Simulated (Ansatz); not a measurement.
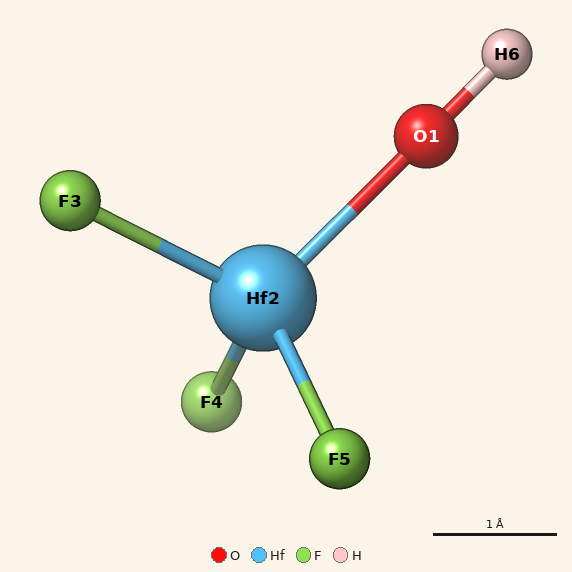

Orthographic view. Distant atoms are faded towards the background colour. Charge 0, singlet. Computed geometry: PBE0-D4/def2-TZVP optimisation.

Give the distance matrix in Å.

```tsv
atom	O1	Hf2	F3	F4	F5	H6
O1	0.00					
Hf2	1.90	0.00				
F3	3.12	1.91	0.00			
F4	3.12	1.91	3.10	0.00		
F5	3.12	1.91	3.10	3.10	0.00	
H6	0.95	2.85	3.93	3.94	3.94	0.00
```
